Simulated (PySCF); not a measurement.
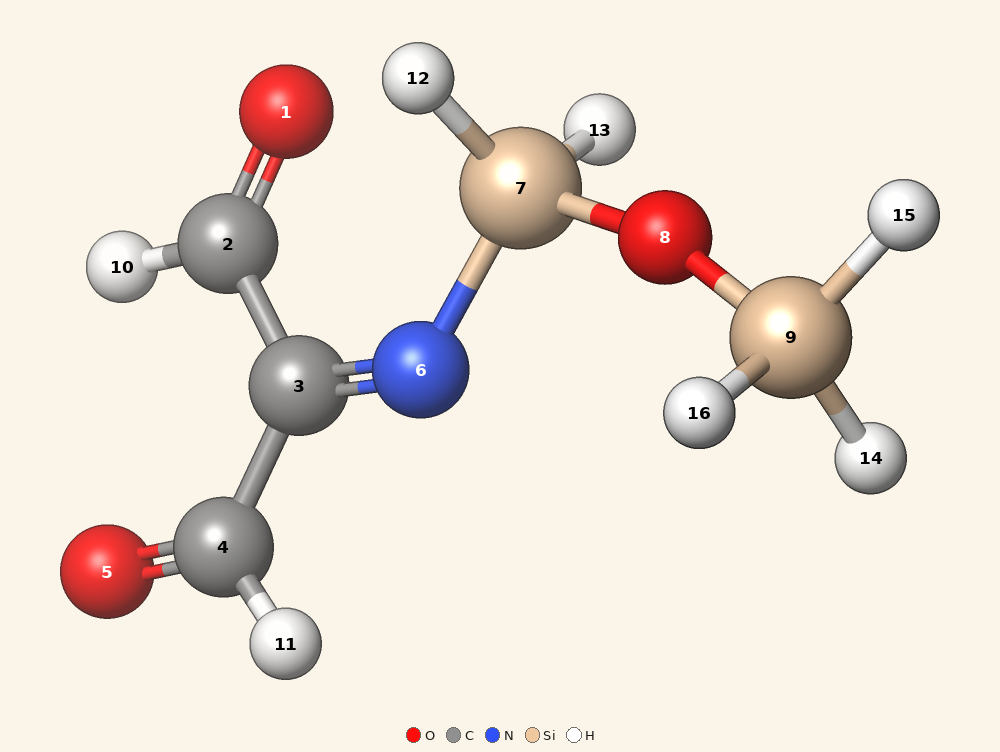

Numbered structure. The computed structure is the end point of a GFN2-xTB optimisation. No frequency run is at hand to confirm it as a minimum.

Which atoms are bonded, and how long are the bonds?

```json
{"bond": "O1–C2", "length (Å)": "1.204", "order": "double"}
{"bond": "C2–C3", "length (Å)": "1.492", "order": "single"}
{"bond": "C2–H10", "length (Å)": "1.100", "order": "single"}
{"bond": "C3–C4", "length (Å)": "1.489", "order": "single"}
{"bond": "C3–N6", "length (Å)": "1.260", "order": "double"}
{"bond": "C4–O5", "length (Å)": "1.201", "order": "double"}
{"bond": "C4–H11", "length (Å)": "1.104", "order": "single"}
{"bond": "N6–Si7", "length (Å)": "1.744", "order": "single"}
{"bond": "Si7–O8", "length (Å)": "1.615", "order": "single"}
{"bond": "Si7–H12", "length (Å)": "1.455", "order": "single"}
{"bond": "Si7–H13", "length (Å)": "1.455", "order": "single"}
{"bond": "O8–Si9", "length (Å)": "1.619", "order": "single"}
{"bond": "Si9–H14", "length (Å)": "1.462", "order": "single"}
{"bond": "Si9–H15", "length (Å)": "1.461", "order": "single"}
{"bond": "Si9–H16", "length (Å)": "1.462", "order": "single"}
```
